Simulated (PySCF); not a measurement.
**C$_{3}$H$_{9}$NO$_{3}$Si$_{2}$: density, localisation and related maps**

```
atom    x (Å)    y (Å)    z (Å)
   N  -2.0770   1.6931   0.6431
  Si  -0.7607   0.5882   0.5193
  Si  -1.5385  -1.5843   0.3659
   C   0.2714   0.9434  -1.0730
   O  -0.2178   1.5329  -2.0116
   C   1.6595   0.3249  -1.2466
   O   2.4373   0.2567  -0.0560
   C   2.1886  -0.7220   0.7846
   O   1.3351  -1.5595   0.6826
   H  -2.8955   1.5370   0.0770
   H  -1.8855   2.6828   0.6769
   H   0.1047   0.9997   1.6347
   H  -1.2129  -2.3754   1.5471
   H  -3.0073  -1.5771   0.2596
   H  -1.0584  -2.2721  -0.8358
   H   2.2478   0.9001  -1.9646
   H   1.4921  -0.6894  -1.6326
   H   2.9084  -0.6728   1.6177
```

Geometry: GFN2-xTB.

The calculation used PBE0/pcSseg-1, SCF density, gas phase, non-relativistic in PySCF.

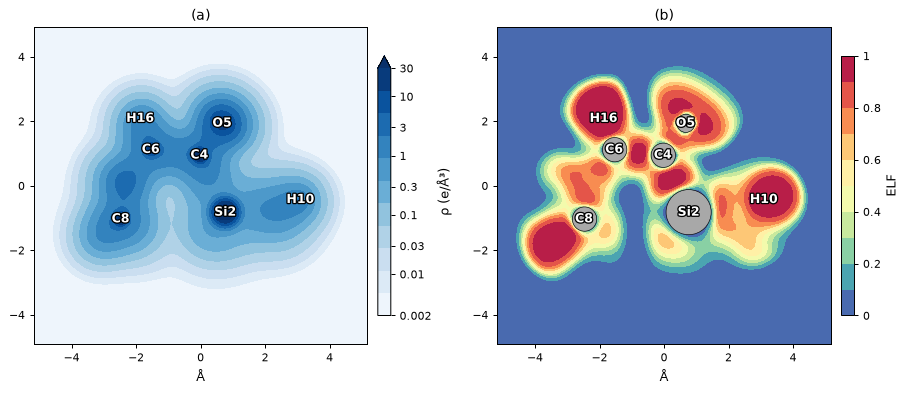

Figure 1. (a) electron density; (b) ELF on the plane of atoms Si2, C4 and O5. Grey discs cover the atomic cores in the ELF map.

Q: Read the bonding off the picture.

A: The plane passes through Si, C, O and H nuclei.
C–O (1.21 Å): ρ is about 3.3 e/Å³ halfway; the ELF peaks at about 0.85 between the atoms (a short, multiple covalent bond).
C–C (1.53 Å): ρ is about 1.7 e/Å³ halfway; the ELF peaks at about 0.95 between the atoms: localised, covalent bonding.
C–Si (1.93 Å): ρ is about 0.9 e/Å³ halfway; the ELF peaks at about 1 between the atoms, as expected for a shared electron pair.
The ELF also peaks beside O5, away from the bonds: lone-pair regions.

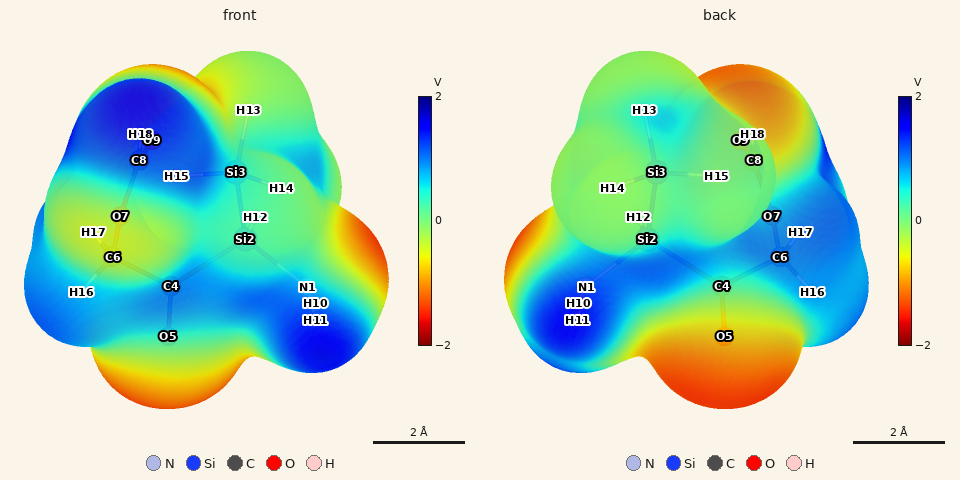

Figure 2. The electrostatic potential painted on the density surface at 0.002 e/bohr³, seen from the front and from behind; red is negative and blue positive.

Q: Which sites attract a positive test charge, and which a negative one?

A: A positive charge is drawn to the negative regions and a negative charge to the positive ones. The most negative region (about −1.4 V) lies over N1 and O5, the most positive (about +1.5 V) over H10, H11 and H18.
